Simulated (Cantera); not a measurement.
A closed system holds: 1 mol FeS₂, 0.18 mol H₂S, 11 mol N₂, 0.52 mol SO₂, equilibrated at 750 Torr.

Cantera equilibrium calculation (NASA polynomials, part measured and part estimated; ideal gas, pure solids and liquids). Candidate condensed phases: Fe, FeO, Fe(OH)₂, Fe(OH)₃, FeS, FeSO₄, FeS₂, Fe₂O₃, Fe₂(SO₄)₃, Fe₃O₄, H₂O, H₂SO₄, S; 38 gas species. FeS: taken at fixed stoichiometry. Gases not in the tables: S₃ to S₇. Equilibrium is a limit: real reactors are often held back by kinetics, nucleation or transport.

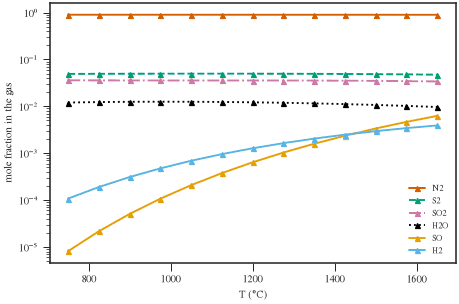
*Equilibrium gas composition (values under 1e-9 drawn at 1e-9)*

Read off the mole fractions at 1650 °C.

N₂ about 0.90, S₂ about 0.047, SO₂ about 0.034, H₂O about 0.0097, SO about 0.0063, H₂ about 0.0039.
